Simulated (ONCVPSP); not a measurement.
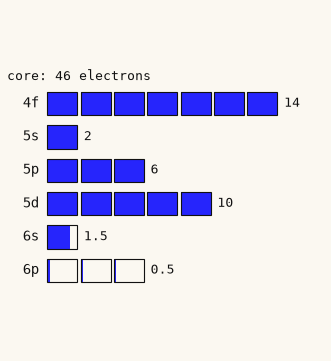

The valence shells of the reference configuration: a box for each of the 2l + 1 orbitals, shaded by the share of the shell that is filled, with the electron count at the right.

Run report: Hg, pseudopotential generation

- system: mercury (Hg, Z = 80), core [Kr] 4d10, reference valence 4f14 5s2 5p6 5d10 6s1.5 6p0.5, valence charge 34.
- method: ONCV potential, PBEsol, scalar-relativistic, made with ONCVPSP 4.0.1

**Input**
```
# ATOM AND REFERENCE CONFIGURATION
# atsym  z   nc   nv     iexc    psfile
  Hg 80.00    9    6  -116133      upf
#
#   n    l    f
    1    0    2.00
    2    0    2.00
    2    1    6.00
    3    0    2.00
    3    1    6.00
    3    2   10.00
    4    0    2.00
    4    1    6.00
    4    2   10.00
    4    3   14.00
    5    0    2.00
    5    1    6.00
    5    2   10.00
    6    0    1.50
    6    1    0.50
#
# PSEUDOPOTENTIAL AND OPTIMIZATION
# lmax
    3
#
#   l,   rc,      ep,       ncon, nbas, qcut
    0    1.50    0.00    5    8    8.90
    1    1.38    0.00    5   10    7.40
    2    1.35    0.00    3    6    6.20
    3    0.55    0.00    4    9   33.00
#
# LOCAL POTENTIAL
# lloc, lpopt,  rc(5),   dvloc0
    3    5    0.55    0.00
#
# VANDERBILT-KLEINMAN-BYLANDER PROJECTORs
# l, nproj, debl
    0    2    3.30
    1    3    1.60
    2    2    3.80
    3    0    2.20
#
# MODEL CORE CHARGE
# icmod, fcfact, rcfact
    3    2.25    1.60
#
# LOG DERIVATIVE ANALYSIS
# epsh1, epsh2, depsh
   -6.00    5.00    0.04
#
# OUTPUT GRID
# rlmax, drl
    6.00    0.01
#
# TEST CONFIGURATIONS
# ncnf
    4
# nvcnf
#   n    l    f
    6
    4    3   14.00
    5    0    2.00
    5    1    6.00
    5    2   10.00
    6    0    2.00
    6    1    0.00
#
    6
    4    3   14.00
    5    0    2.00
    5    1    6.00
    5    2   10.00
    6    0    1.00
    6    1    0.00
#
    6
    4    3   14.00
    5    0    2.00
    5    1    6.00
    5    2   10.00
    6    0    0.00
    6    1    0.00
#
    6
    4    3   14.00
    5    0    2.00
    5    1    6.00
    5    2   10.00
    6    0    1.50
    6    1    0.00
#
```

Command:
```bash
oncvpsp.x < Hg.dat > Hg.out
```

**Log (extracts)**
```
ONCVPSP  (Optimized Norm-Conservinng Vanderbilt PSeudopotential)
scalar-relativistic version 4.0.1

#   n    l    f        energy (Ha)
    1    0    2.00    -3.0560854E+03
    2    0    2.00    -5.4167789E+02
    2    1    6.00    -4.6708487E+02
    3    0    2.00    -1.2856768E+02
    3    1    6.00    -1.0702236E+02
    3    2   10.00    -8.4367122E+01
    4    0    2.00    -2.8289254E+01
    4    1    6.00    -2.1226526E+01
    4    2   10.00    -1.2853949E+01
    4    3   14.00    -3.5698341E+00
    5    0    2.00    -4.3893567E+00
    5    1    6.00    -2.4891861E+00
    5    2   10.00    -4.0532552E-01
    6    0    1.50    -2.8361148E-01
    6    1    0.50    -5.8077205E-02

Reference configufation results
  iterations    29
  all-electron total energy (Ha)   -1.96172369D+04

Begin loop to  construct optimized pseudo wave functions
and semi-local pseudopoentials for all angular momenta

Calculating optimized projector #   1

 for l=   0

    Fraction of norm inside rc  0.964801
    Optimizing pswf for qcut=   8.90 a_B^-1,  ecut=  39.64 Ha
    Residual kinetic energy error=  3.90D-05 Ha

    Energy error per electron        Cutoff
         Ha          eV             Ha
         0.01000     0.27211       26.71
         0.00100     0.02721       32.67
         0.00010     0.00272       37.48
         0.00001     0.00027       70.39

Calculating optimized projector #   2

 for l=   0

    Fraction of norm inside rc  0.077217
    Optimizing pswf for qcut=   8.90 a_B^-1,  ecut=  39.64 Ha
    Residual kinetic energy error=  2.04D-05 Ha

    Energy error per electron        Cutoff
         Ha          eV             Ha
         0.01000     0.27211       22.60
         0.00100     0.02721       30.26
         0.00010     0.00272       36.02
         0.00001     0.00027       47.75

   Wellstate for l =  1  n =  7
     eigenvalue =   1.5419
     asymptotic potential =   2.0419
     half-point radius =  3.5503

Calculating optimized projector #   1

 for l=   1

    Fraction of norm inside rc  0.841606
    Optimizing pswf for qcut=   7.41 a_B^-1,  ecut=  27.42 Ha
    Residual kinetic energy error=  1.60D-03 Ha

    Energy error per electron        Cutoff
         Ha          eV             Ha
         0.01000     0.27211       14.58
         0.00100     0.02721       39.91
         0.00010     0.00272      164.06
         0.00001     0.00027      186.29

Calculating optimized projector #   2

 for l=   1

    Fraction of norm inside rc  0.018200
    Optimizing pswf for qcut=   7.41 a_B^-1,  ecut=  27.42 Ha
    Residual kinetic energy error=  1.40D-04 Ha

    Energy error per electron        Cutoff
         Ha          eV             Ha
         0.01000     0.27211        8.38
         0.00100     0.02721       13.35
         0.00010     0.00272       29.07
         0.00001     0.00027       75.53

Calculating optimized projector #   3

 for l=   1

    Fraction of norm inside rc  0.048505
    Optimizing pswf for qcut=   7.41 a_B^-1,  ecut=  27.42 Ha
    Residual kinetic energy error=  7.97D-04 Ha

    Energy error per electron        Cutoff
         Ha          eV             Ha
         0.01000     0.27211       11.46
         0.00100     0.02721       26.34
         0.00010     0.00272       49.55
         0.00001     0.00027      113.15

   Wellstate for l =  2  n =  7
     eigenvalue =   3.3947
     asymptotic potential =   3.8947
     half-point radius =  2.9591

Calculating optimized projector #   1

 for l=   2

    Fraction of norm inside rc  0.483380
    Optimizing pswf for qcut=   6.21 a_B^-1,  ecut=  19.29 Ha
    Residual kinetic energy error=  2.48D-03 Ha

    Energy error per electron        Cutoff
         Ha          eV             Ha
         0.01000     0.27211       16.50
         0.00100     0.02721       21.95
         0.00010     0.00272       58.93
         0.00001     0.00027       76.89

Calculating optimized projector #   2

 for l=   2

    Fraction of norm inside rc  0.077342
    Optimizing pswf for qcut=   6.21 a_B^-1,  ecut=  19.29 Ha
    Residual kinetic energy error=  4.52D-03 Ha

    Energy error per electron        Cutoff
         Ha          eV             Ha
         0.01000     0.27211       17.54
         0.00100     0.02721       22.59
         0.00010     0.00272       38.44
         0.00001     0.00027       67.24

Calculating optimized projector #   1

 for l=   3

    Fraction of norm inside rc  0.692920
    Optimizing pswf for qcut=  32.97 a_B^-1,  ecut= 543.57 Ha
    Residual kinetic energy error=  2.21D-06 Ha

    Energy error per electron        Cutoff
         Ha          eV             Ha
         0.01000     0.27211      392.29
         0.00100     0.02721      444.91
         0.00010     0.00272      486.65
         0.00001     0.00027      519.38

Construct Vanderbilt / Kleinmman-Bylander projectors

B matrix Hermiticity error, ll=   0
   1   2    8.0591E-04

  Orthonormal projector coefficients  5.5688E+01  4.4930E+00

B matrix Hermiticity error, ll=   1
   1   2    2.4186E-04
   1   3   -6.8838E-04
   2   3    5.6389E-05

  Orthonormal projector coefficients  7.9684E+01  2.6581E+01  3.1271E+00

B matrix Hermiticity error, ll=   2
   1   2   -5.7644E-04

  Orthonormal projector coefficients  2.6951E+01  1.8040E+00

Model core correction analysis
  based on d2Exc/dn_idn_j

d2excae - all-electron derivatives

   -3.127286D-02   -1.126280D-02   -7.761109D-03   -3.328380D-03
   -8.880372D-04   -2.712728D-04
   -1.126271D-02   -2.934753D-02   -2.528525D-02   -1.355017D-02
   -1.766904D-03   -6.369946D-04
   -7.761068D-03   -2.528532D-02   -2.456620D-02   -1.625950D-02
   -2.509426D-03   -6.790335D-04
   -3.328378D-03   -1.355027D-02   -1.625956D-02   -1.734353D-02
   -9.381875D-03   -3.391538D-03
   -8.880386D-04   -1.766900D-03   -2.509329D-03   -9.380751D-03
   -2.461295D-02   -1.833374D-02
   -2.712733D-04   -6.370023D-04   -6.789983D-04   -3.389716D-03
   -1.833142D-02   -3.090725D-02

d2excps - pseudofunction derivatives with no core correction

   -6.115042D-02   -1.670977D-02   -1.124734D-02   -3.542790D-03
   -1.419957D-03   -4.224104D-04
   -1.670976D-02   -3.062587D-02   -2.618906D-02   -1.458927D-02
   -1.902376D-03   -6.666770D-04
   -1.124737D-02   -2.618917D-02   -2.477386D-02   -1.678489D-02
   -2.647418D-03   -6.947060D-04
   -3.542805D-03   -1.458941D-02   -1.678494D-02   -1.776385D-02
   -9.456627D-03   -3.410245D-03
   -1.419973D-03   -1.902378D-03   -2.647323D-03   -9.455502D-03
   -2.462447D-02   -1.833806D-02
   -4.224146D-04   -6.666857D-04   -6.946706D-04   -3.408423D-03
   -1.833574D-02   -3.090924D-02

rms 2nd derivative error    5.226292E-03

rmatch, rhocmatch    0.5763   76.2171

Teter function model core charge with specified parameters

d2excps - pseudofunction derivatives with core correction

   -4.774654D-02   -1.280714D-02   -8.748507D-03   -2.869826D-03
   -1.067089D-03   -3.217812D-04
   -1.280712D-02   -2.551398D-02   -2.260111D-02   -1.324980D-02
   -1.556764D-03   -5.416286D-04
   -8.748505D-03   -2.260112D-02   -2.225101D-02   -1.584631D-02
   -2.415558D-03   -6.065958D-04
   -2.869825D-03   -1.324985D-02   -1.584633D-02   -1.742523D-02
   -9.379762D-03   -3.376840D-03
   -1.067093D-03   -1.556749D-03   -2.415458D-03   -9.378638D-03
   -2.459769D-02   -1.832936D-02
   -3.217825D-04   -5.416306D-04   -6.065575D-04   -3.375017D-03
   -1.832704D-02   -3.090617D-02

rms 2nd derivative error    2.952031E-03

Pseudoatom total energy -624.428203

Diagnostic tests using Vanderbilt-Kleinman-Bylander pseudopotentials
  1 or more projectors used as specified by nproj input data

   l    rcore       rmatch      e in        delta e   norm test  slope test

   0   1.5007145   1.5462795  -4.3893567   0.0000240   1.0003539   1.0003356
   0   1.5007145   1.5462795  -0.2836115   0.0000087   1.0000576   1.0000393

   1   1.3801502   1.4220546  -2.4891861  -0.0000095   1.0002422   1.0002606
   1   1.3801502   1.4220546  -0.0580772   0.0000045   1.0001051   1.0000916
   1   1.3801502   1.4220546   1.5419228   0.0000776   1.0005839   1.0005839

   2   1.3556027   1.3967617  -0.4053255  -0.0000164   1.0001220   1.0000861
   2   1.3556027   1.3967617   3.3946745   0.0000581   1.0005642   1.0005642

   3   0.5526311   0.5694102  -3.5698341   0.0004530   1.0000425   0.9998903

 Testing for bound ghosts
   n   l    E NL Schr. Eq   E Basis Diag.   E Cutoff

       0                     -110.655527    117.68  WARNING - GHOST(-)
       0                      -12.582336    117.68  WARNING - GHOST(-)
   1   0       -4.389333       -4.387416    117.68
   2   0       -0.283603       -0.233309    117.68

       1                      -48.868115    324.57  WARNING - GHOST(-)
   2   1       -2.489196       -2.489085    324.57
   3   1       -0.058073        0.187755    324.57

       2                      -21.686779     99.86  WARNING - GHOST(-)
   3   2       -0.405342       -0.397613     99.86

 Testing for highly-localized positive-energy ghosts
       l    <radius>/rc     E Basis Diag.   E Cutoff

       1        0.860648       23.732937    324.57  WARNING - GHOST(+)

Test configuration 0

   n   l     f        eae           eps        diff
   1   0  2.0000-3056.08544941
   2   0  2.0000 -541.67789349
   2   1  6.0000 -467.08487083
   3   0  2.0000 -128.56767527
   3   1  6.0000 -107.02235533
   3   2 10.0000  -84.36712231
   4   0  2.0000  -28.28925406
   4   1  6.0000  -21.22652573
   4   2 10.0000  -12.85394949
   4   3 14.0000   -3.56983410   -3.56938113    4.53D-04
   5   0  2.0000   -4.38935671   -4.38933274    2.40D-05
   5   1  6.0000   -2.48918607   -2.48919552   -9.45D-06
   5   2 10.0000   -0.40532552   -0.40534196   -1.64D-05
   6   0  1.5000   -0.28361148   -0.28360278    8.70D-06
   6   1  0.5000   -0.05807721   -0.05807270    4.50D-06

    Total energies and differences
      AE_ref= -1.96172369D+04  AE_tst= -1.96172369D+04  dif=  0.00D+00
      PS_ref= -6.24428203D+02  PS_tst= -6.24428203D+02  dif= -4.55D-13
      PSP excitation error=  4.55D-13

Test configuration 1

   n   l     f        eae           eps        diff
   1   0  2.0000-3056.04166317
   2   0  2.0000 -541.63490655
   2   1  6.0000 -467.04189027
   3   0  2.0000 -128.52440989
   3   1  6.0000 -106.97909135
   3   2 10.0000  -84.32393655
   4   0  2.0000  -28.24581757
   4   1  6.0000  -21.18309422
   4   2 10.0000  -12.81054601
   4   3 14.0000   -3.52640865   -3.52494370    1.46D-03
   5   0  2.0000   -4.34552231   -4.34534741    1.75D-04
   5   1  6.0000   -2.44504919   -2.44499814    5.11D-05
   5   2 10.0000   -0.36307045   -0.36310381   -3.34D-05
   6   0  2.0000   -0.25234442   -0.25231919    2.52D-05

    Total energies and differences
      AE_ref= -1.96172369D+04  AE_tst= -1.96173471D+04  dif= -1.10D-01
      PS_ref= -6.24428203D+02  PS_tst= -6.24538458D+02  dif= -1.10D-01
      PSP excitation error=  2.78D-05

Test configuration 2

   n   l     f        eae           eps        diff
   1   0  2.0000-3056.37616635
   2   0  2.0000 -541.96677191
   2   1  6.0000 -467.37380944
   3   0  2.0000 -128.85686325
   3   1  6.0000 -107.31155052
   3   2 10.0000  -84.65616115
   4   0  2.0000  -28.57868655
   4   1  6.0000  -21.51595574
   4   2 10.0000  -13.14332856
   4   3 14.0000   -3.85924601   -3.86067761   -1.43D-03
   5   0  2.0000   -4.67953742   -4.67985398   -3.17D-04
   5   1  6.0000   -2.78024740   -2.78041911   -1.72D-04
   5   2 10.0000   -0.69367950   -0.69367399    5.50D-06
   6   0  1.0000   -0.54249406   -0.54252053   -2.65D-05

    Total energies and differences
      AE_ref= -1.96172369D+04  AE_tst= -1.96169524D+04  dif=  2.84D-01
      PS_ref= -6.24428203D+02  PS_tst= -6.24143611D+02  dif=  2.85D-01
      PSP excitation error= -1.12D-04

Test configuration 3

psatom: WARNING lschvkbb convergence error n,l,iter=   3   1   4
ea(ii),et,emin,emax -6.261226E-02 -6.887348E-02 -6.887348E-02 -6.887348E-02
run_config: WARNING for fully non-local PS atom, stg. 1
 WARNING no output for configuration 4

Test configuration 4

   n   l     f        eae           eps        diff
   1   0  2.0000-3056.20326256
   2   0  2.0000 -541.79531497
   2   1  6.0000 -467.20232209
   3   0  2.0000 -128.68511571
   3   1  6.0000 -107.13979995
   3   2 10.0000  -84.48453435
   4   0  2.0000  -28.40673585
   4   1  6.0000  -21.34401185
   4   2 10.0000  -12.97143074
   4   3 14.0000   -3.68732759   -3.68719643    1.31D-04
   5   0  2.0000   -4.50708537   -4.50713008   -4.47D-05
   5   1  6.0000   -2.60723878   -2.60728438   -4.56D-05
   5   2 10.0000   -0.52339486   -0.52340747   -1.26D-05
   6   0  1.5000   -0.39357151   -0.39356455    6.96D-06

    Total energies and differences
      AE_ref= -1.96172369D+04  AE_tst= -1.96171860D+04  dif=  5.08D-02
      PS_ref= -6.24428203D+02  PS_tst= -6.24377343D+02  dif=  5.09D-02
      PSP excitation error= -2.43D-05
```

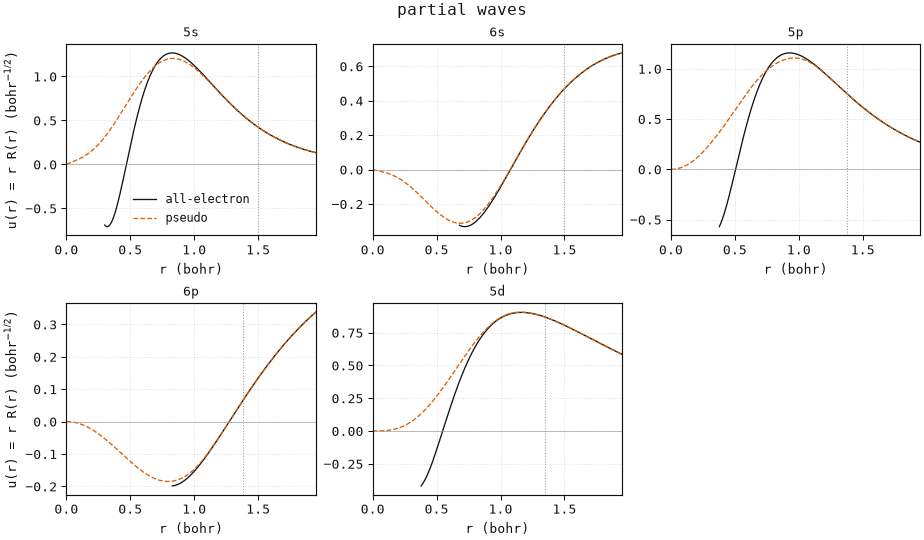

All-electron valence functions (solid) with their pseudo partners (dashed). Dotted lines mark the matching radii. The innermost oscillations of some all-electron curves aren't drawn. Pseudo-waves: 5s has no node; 6s has a node at about 1.1 bohr; 5p has no node; 6p has a node at about 1.3 bohr; 5d has no node. A node in 6s and 6p is expected, since a lower shell of the same l is also in the valence and the two must stay orthogonal.

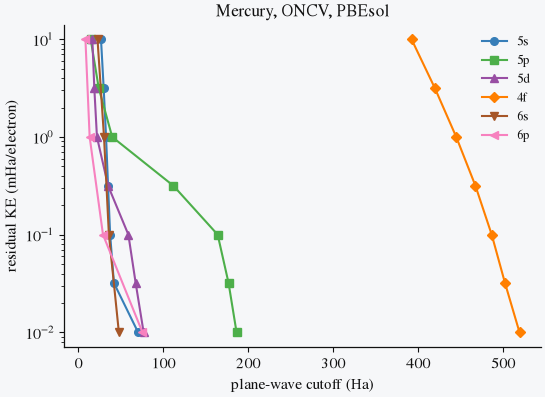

Residual kinetic energy of the pseudo-waves (the first of each channel, and further valence shells) beyond the plane-wave cutoff, as the generator prints it.

- Cutoffs for the occupied states: 445 Ha for 1 mHa and 487 Ha for 0.1 mHa per electron. The first is set by 4f.
- Cutoffs for 1 mHa per electron: 4f: 445 Ha; 5p: 40 Ha; 5s: 33 Ha; 6s: 30 Ha; 5d: 22 Ha; 6p: 13 Ha.
- Hardest wave at 1 mHa per electron: 4f, with rc = 0.55 bohr and qcut = 33 1/bohr. The optimisation minimises, but can't always remove, the kinetic energy above qcut²/2 = 544.5 Ha, and a larger rc would as a rule soften the wave at some cost in transferability. The potential isn't sound: its ghost test gives GHOST(-) flagged for s at -3011.1 eV, s at -342.4 eV, p at -1329.8 eV, d at -590.1 eV; no localised positive-energy state flagged (flags above 300 eV left out).

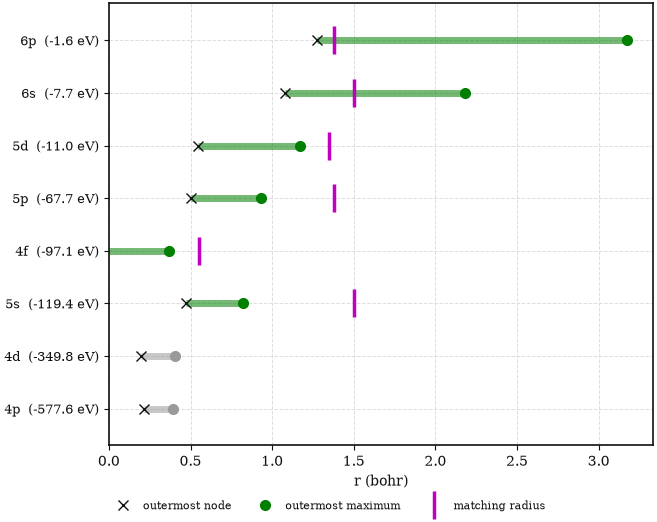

Outer shells of the all-electron reference atom: each bar runs from the outermost node (or the nucleus) to the outermost maximum of u(r); the tick is the radius chosen for the pseudo-wave. Shells without a tick have no pseudo-wave of their own. Levels, nodes and maxima are from ld1.x, scalar-relativistic.

- Radii against the shells: 5s: 1.50 bohr, outside the maximum; 4f: 0.55 bohr, outside the maximum; 5p: 1.38 bohr, outside the maximum; 5d: 1.35 bohr, outside the maximum; 6s: 1.50 bohr, between node and maximum; 6p: 1.38 bohr, between node and maximum.

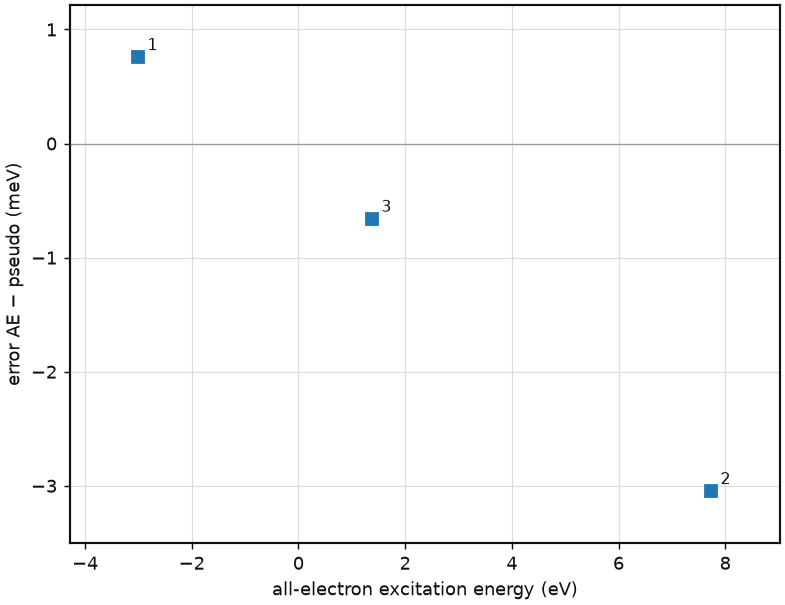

Errors, all-electron minus pseudo, of the energies of valence configurations relative to the unpolarised reference 4f14 5s2 5p6 5d10 6s1.5 6p0.5. Points: 1 = 4f14 5s2 5p6 5d10 6s2 6p0; 2 = 4f14 5s2 5p6 5d10 6s1 6p0; 3 = 4f14 5s2 5p6 5d10 6s1.5 6p0. Not all tests gave a result: 1 of 4 tests not solved.

- Worst configuration: 4f14 5s2 5p6 5d10 6s1 6p0 (charge +1): the error is -3.0 meV on an all-electron energy of +7.74 eV relative to the reference, or 0.039 %.
- Errors in meV: 4f14 5s2 5p6 5d10 6s2 6p0: +0.8; 4f14 5s2 5p6 5d10 6s1 6p0: -3.0; 4f14 5s2 5p6 5d10 6s1.5 6p0: -0.7.
- Configurations within 10 meV and within 50 meV: 3 and 3 of 3.

**Key numbers**

- outcome: generated, with a ghost state
- cutoffs needed: 445 Ha and 487 Ha (the cutoffs at which the residual kinetic energy of the hardest occupied pseudo-wave falls to 1 and 0.1 mHa per electron)
- ghost test: GHOST(-) flagged for s at -3011.1 eV, s at -342.4 eV, p at -1329.8 eV, d at -590.1 eV; no localised positive-energy state flagged (flags above 300 eV left out)
- configuration tests: 1 of 4 tests not solved
- rms error of d²Exc/dni dnj: 5.23 mHa without and 2.95 mHa with the model core
- largest excitation error among the tests solved: -3.0 meV (all-electron minus pseudo) for 4f14 5s2 5p6 5d10 6s1 6p0
- range over which the phases arctan(r R′/R) at the test radius agree within 0.05 rad (a looser test near the poles than one of phase shifts): s: over the whole range computed; p: over the whole range computed; d: over the whole range computed; f: over the whole range computed
- hardware: 1 CPU thread, shared host
- wall time: 6.4 s

**Remarks**

The potential has a bound ghost state, so it can't be used as it stands. Warnings of the program, in the generation or the tests: psatom: WARNING lschvkbb convergence error n,l,iter= 3 1 4.
